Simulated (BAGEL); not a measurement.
# C2H4FN (SMILES [H]/N=C(\C)F) at HF/3-21G (density fitting with qzvpp-jkfit)

Aim: the vertical electron affinity of C2H4FN at HF/3-21G (density fitting with qzvpp-jkfit), from 2 runs. 

Program for the calculation: BAGEL 1.2.2.

2 further runs of the same task are left out: 2 set aside as unsound or not needed.

### 1 The system as given

C2H4FN has 8 atoms, charge 0, and is taken as a singlet. As SMILES, `[H]/N=C(\C)F`. Geometry: relaxed at PBE0-D4/def2-TZVP.

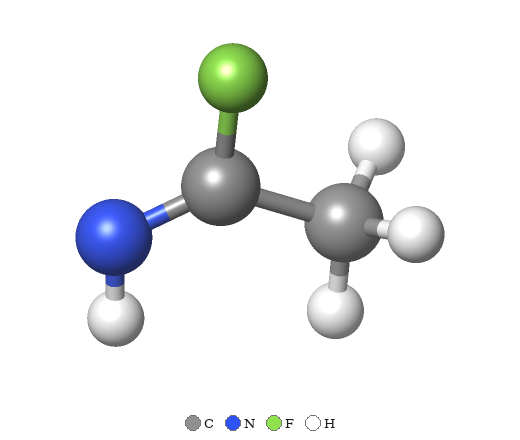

The structure, seen from a chosen angle (carbon grey, nitrogen blue, fluorine green, hydrogen white).

### 2 A single-point energy at HF/3-21G (density fitting with qzvpp-jkfit)

Input file input.json:

```json
{ "bagel" : [

{
  "title" : "molecule",
  "basis" : "3-21g",
  "df_basis" : "qzvpp-jkfit",
  "angstrom" : "true",
  "geometry" : [
    { "atom" : "C", "xyz" : [      -0.246700,       0.732400,      -0.287300 ] },
    { "atom" : "C", "xyz" : [       0.491400,      -0.429400,       0.278400 ] },
    { "atom" : "N", "xyz" : [       0.166300,      -1.620900,       0.450400 ] },
    { "atom" : "F", "xyz" : [       1.725800,      -0.065300,       0.654000 ] },
    { "atom" : "H", "xyz" : [      -1.250500,       0.448000,      -0.597200 ] },
    { "atom" : "H", "xyz" : [      -0.308700,       1.527700,       0.458900 ] },
    { "atom" : "H", "xyz" : [       0.298400,       1.132700,      -1.145000 ] },
    { "atom" : "H", "xyz" : [      -0.783900,      -1.782300,       0.132000 ] }
  ]
},

{
  "title" : "hf",
  "charge" : 0
},

{
  "title" : "print",
  "file" : "orbitals.molden",
  "orbitals" : "true"
}

]}
```

Launch:

```console
$ BAGEL_NUM_THREADS=1 BAGEL input.json > input.out
```

Output:

```text
* using 1 threads per process

  ===============================================================
  ===============================================================

  *** Geometry ***

  { "atom" : "C", "xyz" : [     -0.466195,      1.384035,     -0.542918 ] },
  { "atom" : "C", "xyz" : [      0.928611,     -0.811448,      0.526100 ] },
  { "atom" : "N", "xyz" : [      0.314261,     -3.063057,      0.851133 ] },
  { "atom" : "F", "xyz" : [      3.261289,     -0.123399,      1.235881 ] },
  { "atom" : "H", "xyz" : [     -2.363103,      0.846597,     -1.128544 ] },
  { "atom" : "H", "xyz" : [     -0.583358,      2.886935,      0.867195 ] },
  { "atom" : "H", "xyz" : [      0.563894,      2.140493,     -2.163736 ] },
  { "atom" : "H", "xyz" : [     -1.481356,     -3.368059,      0.249444 ] },

  Number of auxiliary basis functions:      376

  Since a DF basis is specified, we compute 2- and 3-index integrals:
    o Being stored without compression. Storage requirement is 0.006 GB

  Number of basis functions:       44
  Number of electrons      :       32

    * METHOD: MOLECULE                             0.11

  *** RHF ***

  === Nuclear Repulsion ===
   119.7571144237

      * DIIS with orbital gradients will be used.

  === RHF iteration (3-21g) ===
      0       -230.49583984          0.03190461           0.01
      1       -230.60628745          0.01987742           0.02
      2       -230.65477291          0.00234240           0.02
      3       -230.65649182          0.00109487           0.02
      4       -230.65678422          0.00034757           0.02
      5       -230.65685141          0.00015492           0.01
      6       -230.65685984          0.00005260           0.01
      7       -230.65686104          0.00001273           0.02
      8       -230.65686108          0.00000582           0.02
      9       -230.65686109          0.00000205           0.02
     10       -230.65686109          0.00000076           0.02
     11       -230.65686109          0.00000023           0.02
     12       -230.65686109          0.00000011           0.02
     13       -230.65686109          0.00000004           0.02
     14       -230.65686109          0.00000001           0.01
     15       -230.65686109          0.00000001           0.01
    * SCF iteration converged.

    * Permanent dipole moment:
           (    1.170818,    -0.823425,     0.645069) a.u.

    * METHOD: HF                                   0.33

    * METHOD: PRINT                                0.00

  ===============================================================
```

It took 0.79 s on 1 thread of Intel Xeon Platinum 8488C (Sapphire Rapids), shared host; peak memory 0.08 GiB.

### 3 The doublet anion, same level

Input file input.json:

```json
{ "bagel": [

{
  "title": "molecule",
  "basis": "3-21g",
  "df_basis": "qzvpp-jkfit",
  "angstrom": true,
  "geometry": [
    { "atom": "C", "xyz": [   -0.246700,    0.732400,   -0.287300 ] },
    { "atom": "C", "xyz": [    0.491400,   -0.429400,    0.278400 ] },
    { "atom": "N", "xyz": [    0.166300,   -1.620900,    0.450400 ] },
    { "atom": "F", "xyz": [    1.725800,   -0.065300,    0.654000 ] },
    { "atom": "H", "xyz": [   -1.250500,    0.448000,   -0.597200 ] },
    { "atom": "H", "xyz": [   -0.308700,    1.527700,    0.458900 ] },
    { "atom": "H", "xyz": [    0.298400,    1.132700,   -1.145000 ] },
    { "atom": "H", "xyz": [   -0.783900,   -1.782300,    0.132000 ] }
  ]
},
{
  "title": "uhf",
  "charge": -1,
  "nopen": 1
},
{
  "title": "print",
  "file": "orbitals.molden",
  "orbitals": true
}

]}
```

Launch:

```console
$ BAGEL_NUM_THREADS=1 BAGEL input.json > input.out
```

Output:

```text
* using 1 threads per process

  ===============================================================
  ===============================================================

  *** Geometry ***

  { "atom" : "C", "xyz" : [     -0.466195,      1.384035,     -0.542918 ] },
  { "atom" : "C", "xyz" : [      0.928611,     -0.811448,      0.526100 ] },
  { "atom" : "N", "xyz" : [      0.314261,     -3.063057,      0.851133 ] },
  { "atom" : "F", "xyz" : [      3.261289,     -0.123399,      1.235881 ] },
  { "atom" : "H", "xyz" : [     -2.363103,      0.846597,     -1.128544 ] },
  { "atom" : "H", "xyz" : [     -0.583358,      2.886935,      0.867195 ] },
  { "atom" : "H", "xyz" : [      0.563894,      2.140493,     -2.163736 ] },
  { "atom" : "H", "xyz" : [     -1.481356,     -3.368059,      0.249444 ] },

  Number of auxiliary basis functions:      376

  Since a DF basis is specified, we compute 2- and 3-index integrals:
    o Being stored without compression. Storage requirement is 0.006 GB

  Number of basis functions:       44
  Number of electrons      :       32

    * METHOD: MOLECULE                             0.11

  *** Open-shell HF ***

  === Nuclear Repulsion ===
   119.7571144237

      * DIIS with orbital gradients will be used.

  === UHF iteration (3-21g) ===
      0       -230.33127209          0.06498575           0.03
      1       -230.47868579          0.02947409           0.04
      2       -230.50488004          0.01486439           0.03
      3       -230.51321391          0.00160020           0.03
      4       -230.51374770          0.00072213           0.04
      5       -230.51394316          0.00042732           0.03
      6       -230.51403763          0.00010658           0.03
      7       -230.51404263          0.00005478           0.04
      8       -230.51404375          0.00002251           0.03
      9       -230.51404440          0.00000851           0.03
     10       -230.51404449          0.00000348           0.03
     11       -230.51404451          0.00000150           0.03
     12       -230.51404452          0.00000063           0.03
     13       -230.51404452          0.00000026           0.03
     14       -230.51404452          0.00000013           0.03
     15       -230.51404452          0.00000004           0.03
     16       -230.51404452          0.00000002           0.03
     17       -230.51404452          0.00000001           0.03
    * SCF iteration converged.

    * S^2 (UHF) is 0.7615

    * Permanent dipole moment:
           (    0.566661,    -1.184036,     0.506675) a.u.

    * METHOD: UHF                                  0.66

    * METHOD: PRINT                                0.00

  ===============================================================
```

Wall time 1.1 s (1 thread of Intel Xeon Platinum 8488C (Sapphire Rapids), shared host); peak memory 0.08 GiB.

### 4 Outcome

Level: HF/3-21G (density fitting with qzvpp-jkfit).

| quantity | value |
| --- | --- |
| singlet C2H4FN: total energy | -230.65686 Eh |
| singlet C2H4FN: dipole moment | 3.99 D |
| singlet C2H4FN: HOMO energy | -11.84 eV |
| singlet C2H4FN: LUMO energy | 4.97 eV |
| singlet C2H4FN: HOMO–LUMO gap | 16.81 eV |
| doublet anion: total energy | -230.51404 Eh |
| doublet anion: ⟨S²⟩ | 0.761 |
| vertical electron affinity (to the doublet anion) | -3.886 eV |

The anion lies 3.89 eV (375 kJ/mol) above the neutral: the electron isn't bound at this level, and such a value depends on the basis. Without diffuse functions anions come out too high. Hartree–Fock misses the correlation that binds many anions.
